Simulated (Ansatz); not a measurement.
```xyz
7

Ge   -0.4901    0.0033   -0.4121
F     0.0611   -0.0138    2.4241
F     1.1025    0.0116    0.1649
F    -0.6048    1.3863   -1.3995
F    -0.6005   -1.3934   -1.3803
Cl   -2.3025    0.0101    0.8066
H    -0.7551   -0.0041    2.8578
```

Not at a stationary point (largest force 1.1 eV/Å).

Method: RKS CAM-B3LYP/def2-SVP (Ansatz).

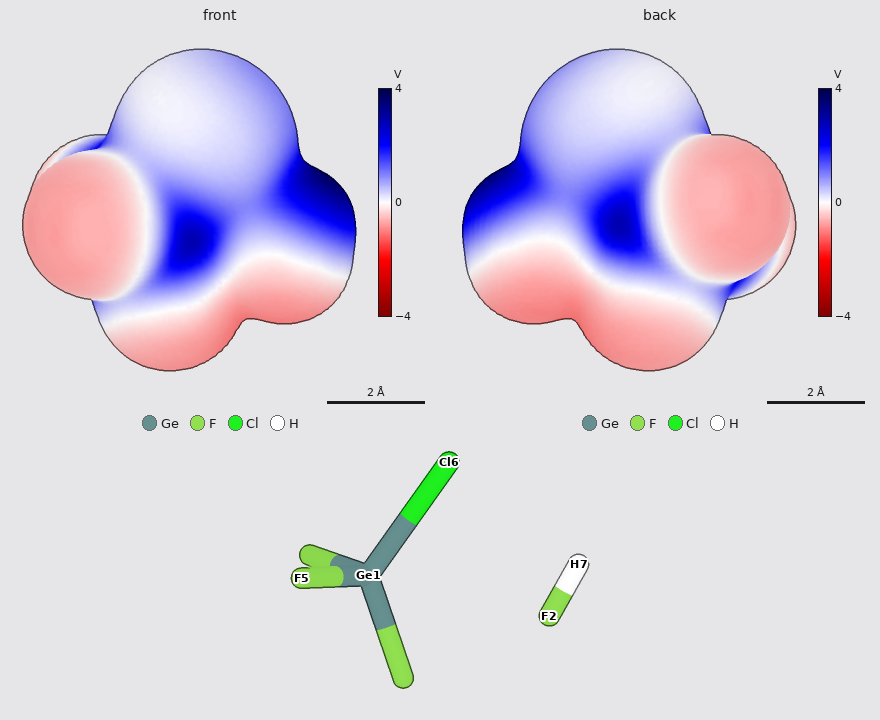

ClF₃Ge···HF. The electrostatic potential painted on the density surface at 0.002 e/bohr³, seen from the front and from behind; red is negative and blue positive. The bare structure is drawn below in the same view.

> Which sites attract a positive test charge, and which a negative one?

A positive charge is drawn to the negative regions and a negative charge to the positive ones. The most negative region (about −1.0 V) lies over the gap between the two molecules, near F2 and F3, the most positive (about +3.6 V) over H7.
